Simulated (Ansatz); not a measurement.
Input

```
crystal:
  periodic: [false, false, false]
  atoms:
    - {symbol: F, position_ang: [0.890026, -1.599508, 1.603397]}
    - {symbol: Ge, position_ang: [-0.347298, -2.244761, 0.524792]}
    - {symbol: O, position_ang: [-0.643985, -0.769820, -0.402737]}
    - {symbol: Si, position_ang: [-0.078482, 0.783745, -0.427166]}
    - {symbol: H, position_ang: [-0.796317, 1.505014, -1.507400]}
    - {symbol: H, position_ang: [-0.342184, 1.454231, 0.871234]}
    - {symbol: H, position_ang: [1.379539, 0.802998, -0.707721]}
basis:
  gaussian: {orbitals: def2-TZVPP}
hamiltonian: {xc: pbe0, dispersion: d4}
output: {orbitals: {seedname: orbitals}}
```

Run with:

```sh
ansatz run in.yaml --threads 4 --pin off --events-out ev --progress --plain --max-ram 10444MiB
```

Geometry: PBE0-D4/def2-TZVP.

Level of theory: RKS PBE0-D4/def2-TZVPP in Ansatz.

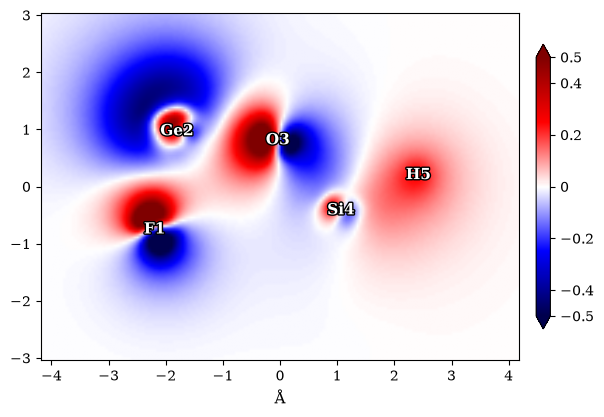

FGeH3OSi (SMILES [F][Ge][O][SiH3]). The HOMO on the plane of atoms F1, Ge2 and O3 (values in Å⁻³ᐟ²; the overall sign is arbitrary).

Where does this orbital lie, and at what energy?

Answer. Its weight (Hirshfeld) is mainly on Ge2 (about 65 %), F1 (about 15 %) and O3 (about 15 %). Its energy is −8.53 eV.
